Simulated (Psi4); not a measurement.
**Geometry relaxation, with input and output: CH₃OSi (part 3 of 3)**

The same run, continued: CH₃OSi, multiplicity 2; MP2/6-31G**, UHF (Psi4 1.11). The geometry comes from this level: GFN2-xTB.

Geometry of the input (Å):
```
O  -0.4055  -1.6738  0.9157
C  -0.2427  -0.9394  -0.0573
Si 0.2195  0.8441  0.0592
H  -0.3775  -1.3530  -1.0781
H  0.3823  1.6072  -1.1654
H  0.4239  1.5151  1.3260
```

Trajectory as extended XYZ, continued:
```
6
Properties=species:S:1:pos:R:3:forces:R:3 step=25 energy=-10985.33734
O    -0.6126   -1.5493    0.9504   -0.2123  -0.5452   0.7035
C    -0.3643   -0.9640   -0.0518   -0.0922   0.0995  -0.5380
Si    0.4183    0.7909    0.0342    0.5334  -0.1585  -0.0920
H    -0.5868   -1.4224   -1.0464    0.0943   0.1137  -0.0213
H     0.0908    1.6002   -1.1352   -0.1822   0.2962  -0.1733
H     0.1414    1.3824    1.3393   -0.1411   0.1943   0.1211
6
Properties=species:S:1:pos:R:3:forces:R:3 step=26 energy=-10985.36188
O    -0.6625   -1.5362    0.9675    0.0511   0.1053  -0.3604
C    -0.3857   -0.9685   -0.0462   -0.1187  -0.2624   0.4991
Si    0.4607    0.7846    0.0219   -0.0625   0.1459  -0.0891
H    -0.6185   -1.4213   -1.0351    0.0305   0.0189  -0.1025
H     0.0402    1.6322   -1.1259    0.0359  -0.0687   0.1434
H     0.0929    1.3715    1.3253    0.0636   0.0610  -0.0905
6
Properties=species:S:1:pos:R:3:forces:R:3 step=27 energy=-10985.36648
O    -0.6504   -1.5511    0.9655   -0.1357  -0.2215   0.2379
C    -0.3881   -0.9711   -0.0402    0.1604   0.2014  -0.2037
Si    0.4530    0.7928    0.0206   -0.0007  -0.0342  -0.0129
H    -0.6040   -1.4166   -1.0382   -0.0153   0.0022  -0.0379
H     0.0598    1.6468   -1.1226   -0.0305  -0.0249   0.0356
H     0.1107    1.3930    1.3204    0.0219   0.0770  -0.0189
6
Properties=species:S:1:pos:R:3:forces:R:3 step=28 energy=-10985.36874
O    -0.6557   -1.5602    0.9615    0.0302   0.0151  -0.1115
C    -0.3785   -0.9708   -0.0372   -0.1176  -0.0310   0.0451
Si    0.4511    0.7968    0.0220    0.1149  -0.0468   0.0221
H    -0.5968   -1.4044   -1.0429    0.0424   0.0049   0.0274
H     0.0624    1.6450   -1.1232   -0.0626  -0.0185  -0.0112
H     0.1209    1.4114    1.3151   -0.0073   0.0763   0.0282
6
Properties=species:S:1:pos:R:3:forces:R:3 step=29 energy=-10985.37178
O    -0.6669   -1.5688    0.9527    0.0368   0.0710  -0.1286
C    -0.3800   -0.9654   -0.0351   -0.0802  -0.0961   0.0500
Si    0.4583    0.7985    0.0266    0.0542  -0.0324  -0.0072
H    -0.5904   -1.3853   -1.0487    0.0214   0.0025   0.0322
H     0.0497    1.6285   -1.1264   -0.0313  -0.0166   0.0008
H     0.1252    1.4315    1.3095   -0.0009   0.0716   0.0528
6
Properties=species:S:1:pos:R:3:forces:R:3 step=30 energy=-10985.37258
O    -0.6766   -1.5762    0.9451    0.0565   0.1474  -0.1868
C    -0.3813   -0.9607   -0.0332   -0.0635  -0.1844   0.0916
Si    0.4644    0.8001    0.0306   -0.0015  -0.0136  -0.0335
H    -0.5849   -1.3688   -1.0538    0.0044   0.0029   0.0424
H     0.0388    1.6144   -1.1292   -0.0019  -0.0185   0.0167
H     0.1289    1.4488    1.3047    0.0060   0.0662   0.0696
6
Properties=species:S:1:pos:R:3:forces:R:3 step=31 energy=-10985.37341
O    -0.6757   -1.5775    0.9418    0.0014   0.0279  -0.0248
C    -0.3809   -0.9617   -0.0351   -0.0035  -0.0357  -0.0038
Si    0.4636    0.8009    0.0332   -0.0086   0.0003   0.0046
H    -0.5832   -1.3682   -1.0552    0.0038  -0.0031   0.0087
H     0.0390    1.6120   -1.1280   -0.0044  -0.0052   0.0036
H     0.1322    1.4602    1.3072    0.0113   0.0158   0.0116
6
Properties=species:S:1:pos:R:3:forces:R:3 step=32 energy=-10985.37353
O    -0.6762   -1.5789    0.9392   -0.0037   0.0103  -0.0111
C    -0.3798   -0.9620   -0.0364   -0.0025  -0.0066   0.0132
Si    0.4631    0.8016    0.0353   -0.0013   0.0020  -0.0040
H    -0.5804   -1.3670   -1.0570    0.0066  -0.0046  -0.0021
H     0.0384    1.6092   -1.1281   -0.0047   0.0011   0.0029
H     0.1364    1.4675    1.3079    0.0055  -0.0022   0.0010
6
Properties=species:S:1:pos:R:3:forces:R:3 step=33 energy=-10985.37355
O    -0.6767   -1.5787    0.9392   -0.0058   0.0059  -0.0052
C    -0.3797   -0.9622   -0.0365    0.0002  -0.0001   0.0092
Si    0.4633    0.8016    0.0354   -0.0020   0.0004  -0.0069
H    -0.5794   -1.3677   -1.0571    0.0070  -0.0037  -0.0021
H     0.0380    1.6093   -1.1278   -0.0043   0.0008   0.0030
H     0.1374    1.4678    1.3080    0.0049  -0.0033   0.0019
6
Properties=species:S:1:pos:R:3:forces:R:3 step=34 energy=-10985.37361
O    -0.6787   -1.5778    0.9389   -0.0139  -0.0114   0.0176
C    -0.3790   -0.9631   -0.0369    0.0108   0.0251  -0.0062
Si    0.4640    0.8015    0.0357   -0.0052  -0.0057  -0.0186
H    -0.5755   -1.3705   -1.0574    0.0087   0.0001  -0.0017
H     0.0363    1.6100   -1.1262   -0.0029  -0.0007   0.0035
H     0.1413    1.4688    1.3085    0.0024  -0.0075   0.0053
6
Properties=species:S:1:pos:R:3:forces:R:3 step=35 energy=-10985.37363
O    -0.6810   -1.5769    0.9385   -0.0226  -0.0294   0.0411
C    -0.3782   -0.9640   -0.0374    0.0222   0.0517  -0.0219
Si    0.4647    0.8015    0.0360   -0.0087  -0.0122  -0.0314
H    -0.5713   -1.3736   -1.0577    0.0106   0.0044  -0.0009
H     0.0345    1.6107   -1.1246   -0.0013  -0.0024   0.0041
H     0.1455    1.4699    1.3090   -0.0002  -0.0122   0.0089
6
Properties=species:S:1:pos:R:3:forces:R:3 step=36 energy=-10985.37380
O    -0.6856   -1.5744    0.9391   -0.0149  -0.0142   0.0186
C    -0.3765   -0.9650   -0.0372    0.0141   0.0349  -0.0009
Si    0.4662    0.8006    0.0354   -0.0073  -0.0134  -0.0294
H    -0.5632   -1.3783   -1.0572    0.0106   0.0054   0.0001
H     0.0312    1.6111   -1.1223   -0.0020  -0.0011   0.0014
H     0.1515    1.4672    1.3104   -0.0006  -0.0117   0.0102
6
Properties=species:S:1:pos:R:3:forces:R:3 step=37 energy=-10985.37430
O    -0.7040   -1.5642    0.9414    0.0404   0.0842  -0.1412
C    -0.3695   -0.9686   -0.0364   -0.0446  -0.0744   0.1372
Si    0.4722    0.7974    0.0332   -0.0013  -0.0120  -0.0209
H    -0.5307   -1.3970   -1.0552    0.0112   0.0120   0.0191
H     0.0177    1.6126   -1.1132   -0.0043   0.0015  -0.0058
H     0.1755    1.4566    1.3161   -0.0014  -0.0113   0.0117
6
Properties=species:S:1:pos:R:3:forces:R:3 step=38 energy=-10985.37449
O    -0.7323   -1.5452    0.9462    0.1297   0.2135  -0.3837
C    -0.3587   -0.9743   -0.0344   -0.1334  -0.2438   0.3112
Si    0.4813    0.7909    0.0285   -0.0003   0.0196  -0.0080
H    -0.4781   -1.4291   -1.0492    0.0024   0.0243   0.0747
H    -0.0056    1.6157   -1.0989   -0.0008  -0.0079   0.0106
H     0.2132    1.4321    1.3273    0.0023  -0.0056  -0.0049
6
Properties=species:S:1:pos:R:3:forces:R:3 step=39 energy=-10985.37461
O    -0.7184   -1.5545    0.9438    0.0715   0.1317  -0.2287
C    -0.3640   -0.9715   -0.0354   -0.0752  -0.1395   0.1981
Si    0.4768    0.7941    0.0308   -0.0007   0.0007  -0.0150
H    -0.5038   -1.4134   -1.0521    0.0072   0.0163   0.0395
H     0.0058    1.6142   -1.1059   -0.0030  -0.0019   0.0006
H     0.1948    1.4440    1.3218    0.0003  -0.0074   0.0055
6
Properties=species:S:1:pos:R:3:forces:R:3 step=40 energy=-10985.37499
O    -0.7286   -1.5460    0.9459    0.0357   0.0770  -0.1299
C    -0.3597   -0.9733   -0.0334   -0.0346  -0.1037   0.0951
Si    0.4799    0.7910    0.0281   -0.0007   0.0168   0.0021
H    -0.4822   -1.4266   -1.0469   -0.0028   0.0104   0.0293
H    -0.0046    1.6157   -1.1000   -0.0020  -0.0038   0.0091
H     0.2097    1.4296    1.3277    0.0045   0.0033  -0.0058
6
Properties=species:S:1:pos:R:3:forces:R:3 step=41 energy=-10985.37524
O    -0.7412   -1.5393    0.9458    0.0294   0.0568  -0.0957
C    -0.3542   -0.9762   -0.0321   -0.0290  -0.0746   0.0666
Si    0.4837    0.7890    0.0271   -0.0015   0.0234   0.0054
H    -0.4591   -1.4388   -1.0430   -0.0034   0.0045   0.0219
H    -0.0167    1.6166   -1.0926    0.0008  -0.0092   0.0166
H     0.2281    1.4228    1.3325    0.0037  -0.0009  -0.0149
6
Properties=species:S:1:pos:R:3:forces:R:3 step=42 energy=-10985.37533
O    -0.7596   -1.5295    0.9456    0.0571   0.0802  -0.1455
C    -0.3463   -0.9805   -0.0302   -0.0588  -0.0919   0.1036
Si    0.4892    0.7862    0.0255   -0.0031   0.0427   0.0115
H    -0.4254   -1.4566   -1.0373   -0.0049  -0.0002   0.0312
H    -0.0344    1.6179   -1.0819    0.0069  -0.0214   0.0337
H     0.2550    1.4128    1.3395    0.0028  -0.0095  -0.0345
6
Properties=species:S:1:pos:R:3:forces:R:3 step=43 energy=-10985.37531
O    -0.7564   -1.5313    0.9438   -0.0789  -0.1017   0.1978
C    -0.3473   -0.9802   -0.0301    0.0805   0.1215  -0.1603
Si    0.4881    0.7869    0.0264   -0.0020   0.0054   0.0006
H    -0.4310   -1.4539   -1.0352   -0.0013  -0.0175  -0.0421
H    -0.0342    1.6175   -1.0807    0.0020  -0.0066   0.0131
H     0.2522    1.4149    1.3381   -0.0003  -0.0011  -0.0091
6
Properties=species:S:1:pos:R:3:forces:R:3 step=44 energy=-10985.37546
O    -0.7581   -1.5303    0.9447   -0.0095  -0.0081   0.0216
C    -0.3468   -0.9803   -0.0301    0.0093   0.0117  -0.0251
Si    0.4887    0.7865    0.0260   -0.0025   0.0246   0.0062
H    -0.4281   -1.4553   -1.0363   -0.0031  -0.0086  -0.0042
H    -0.0343    1.6177   -1.0813    0.0045  -0.0142   0.0237
H     0.2536    1.4138    1.3389    0.0013  -0.0054  -0.0222
6
Properties=species:S:1:pos:R:3:forces:R:3 step=45 energy=-10985.37557
O    -0.7653   -1.5253    0.9448   -0.0032   0.0008   0.0000
C    -0.3442   -0.9823   -0.0301    0.0049  -0.0002  -0.0029
Si    0.4912    0.7850    0.0254    0.0000   0.0084  -0.0044
H    -0.4161   -1.4647   -1.0335   -0.0021  -0.0015   0.0016
H    -0.0413    1.6182   -1.0748    0.0014  -0.0063   0.0111
H     0.2634    1.4086    1.3404   -0.0009  -0.0013  -0.0054
6
Properties=species:S:1:pos:R:3:forces:R:3 step=46 energy=-10985.37560
O    -0.7730   -1.5200    0.9450    0.0125   0.0208  -0.0440
C    -0.3415   -0.9843   -0.0300   -0.0088  -0.0251   0.0370
Si    0.4939    0.7834    0.0249    0.0025  -0.0066  -0.0160
H    -0.4033   -1.4746   -1.0307   -0.0016   0.0072   0.0121
H    -0.0487    1.6187   -1.0678   -0.0017   0.0010  -0.0005
H     0.2737    1.4030    1.3420   -0.0029   0.0027   0.0114
6
Properties=species:S:1:pos:R:3:forces:R:3 step=47 energy=-10985.37564
O    -0.7787   -1.5170    0.9448    0.0179   0.0239  -0.0435
C    -0.3392   -0.9855   -0.0291   -0.0177  -0.0244   0.0407
Si    0.4958    0.7825    0.0243    0.0001  -0.0010  -0.0064
H    -0.3949   -1.4795   -1.0279    0.0004   0.0018   0.0037
H    -0.0548    1.6188   -1.0639   -0.0003  -0.0010   0.0007
H     0.2803    1.3993    1.3440   -0.0004   0.0008   0.0048
6
Properties=species:S:1:pos:R:3:forces:R:3 step=48 energy=-10985.37567
O    -0.7866   -1.5119    0.9445    0.0072   0.0090  -0.0162
C    -0.3358   -0.9874   -0.0279   -0.0072  -0.0104   0.0096
Si    0.4983    0.7809    0.0235   -0.0010   0.0038   0.0064
H    -0.3804   -1.4882   -1.0239   -0.0002   0.0004   0.0050
H    -0.0638    1.6191   -1.0574   -0.0001  -0.0005   0.0006
H     0.2919    1.3933    1.3473    0.0014  -0.0023  -0.0054
6
Properties=species:S:1:pos:R:3:forces:R:3 step=49 energy=-10985.37568
O    -0.7931   -1.5076    0.9443    0.0089   0.0095  -0.0191
C    -0.3331   -0.9890   -0.0272   -0.0097  -0.0112   0.0138
Si    0.5003    0.7796    0.0229   -0.0014   0.0042   0.0024
H    -0.3691   -1.4958   -1.0204    0.0002   0.0003   0.0044
H    -0.0712    1.6195   -1.0518    0.0009  -0.0014   0.0020
H     0.3011    1.3880    1.3495    0.0011  -0.0013  -0.0036
6
Properties=species:S:1:pos:R:3:forces:R:3 step=50 energy=-10985.37569
O    -0.7982   -1.5041    0.9439   -0.0103  -0.0119   0.0229
C    -0.3308   -0.9905   -0.0266    0.0089   0.0132  -0.0183
Si    0.5019    0.7786    0.0225   -0.0001  -0.0010  -0.0005
H    -0.3595   -1.5024   -1.0170    0.0011  -0.0015  -0.0043
H    -0.0776    1.6200   -1.0466    0.0000   0.0007  -0.0005
H     0.3094    1.3835    1.3514    0.0003   0.0006   0.0007
6
Properties=species:S:1:pos:R:3:forces:R:3 step=51 energy=-10985.37569
O    -0.8090   -1.4971    0.9435    0.0161   0.0158  -0.0360
C    -0.3261   -0.9933   -0.0254   -0.0160  -0.0198   0.0263
Si    0.5052    0.7766    0.0215    0.0006   0.0027  -0.0009
H    -0.3395   -1.5155   -1.0112   -0.0008   0.0034   0.0103
H    -0.0895    1.6211   -1.0369    0.0003  -0.0013   0.0022
H     0.3260    1.3753    1.3553   -0.0003  -0.0009  -0.0020
6
Properties=species:S:1:pos:R:3:forces:R:3 step=52 energy=-10985.37569
O    -0.8024   -1.5014    0.9437   -0.0027  -0.0037   0.0055
C    -0.3290   -0.9916   -0.0261    0.0019   0.0034  -0.0052
Si    0.5031    0.7778    0.0221    0.0003  -0.0002  -0.0006
H    -0.3518   -1.5074   -1.0148    0.0005   0.0001   0.0002
H    -0.0822    1.6204   -1.0428    0.0000   0.0002   0.0001
H     0.3158    1.3804    1.3529    0.0000   0.0001   0.0000
```

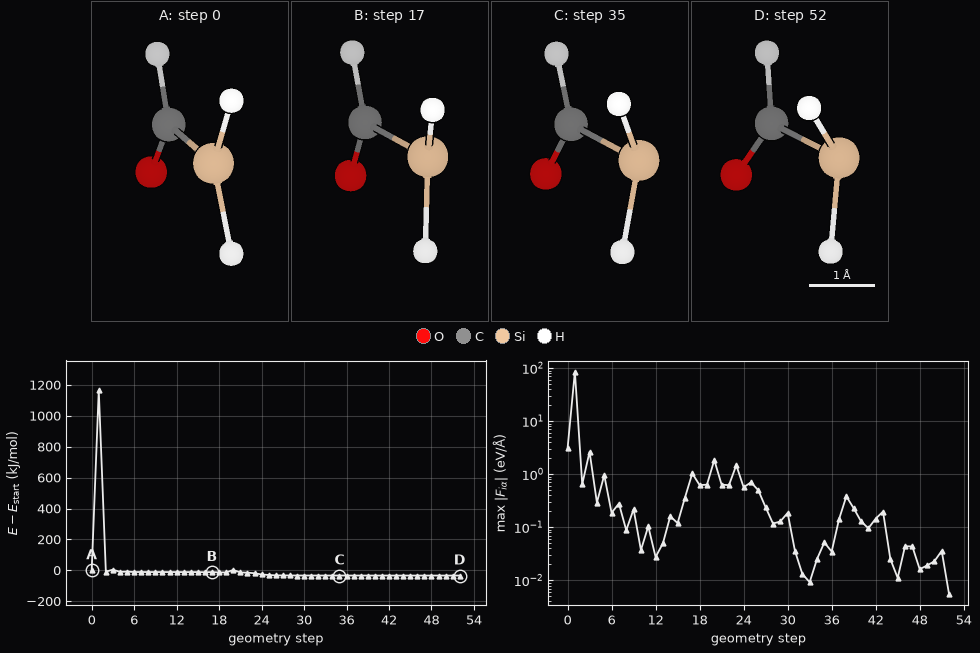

Figure 1. Frames of the relaxation (ball-and-stick view, seen at an oblique angle) above the curves, on which the letters mark them (steps are counted from 0).

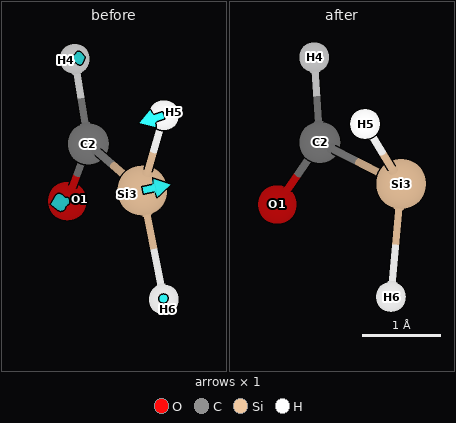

Figure 2. Before (left) and after (right) the relaxation, at one scale (ball-and-stick view, seen at an oblique angle). The teal arrows give the displacements, at true length. After 52 geometry steps the energy has fallen by 33.9 kJ/mol. Largest force component: 3.1 eV/Å at the start, 0.0055 eV/Å at the end. The atom that moves furthest after the best rigid fit is Si3 (0.41 Å). Largest moves by element: Si 0.41 Å, H 0.37 Å, O 0.33 Å, C 0.05 Å. Among the contacts that change: C2–Si3 1.846 → 1.956 Å, O1–C2 1.230 → 1.194 Å, Si3–H5 1.452 → 1.479 Å, Si3–H6 1.448 → 1.473 Å. Among the angles that change: C2–Si3–H6 122.6° → 109.8°, C2–Si3–H5 118.9° → 109.2°, H5–Si3–H6 118.6° → 111.5°. (Atoms are counted from 1 in the order of the input.)

Key numbers:

| quantity | value |
| --- | --- |
| outcome | converged |
| total energy | −403.705111 hartree |
| SCF energy | −403.325503 hartree |
| MP2 energy | −403.705111 hartree |
| correlation energy | −0.379607 hartree |
| basis functions | 64 |
| ⟨S²⟩ | 0.798 |
| hardware | 1 thread of AMD EPYC (Zen 5), 16 GiB of memory available, shared host |
| wall time | 2.1 min |
| peak memory | 0.89 GiB |
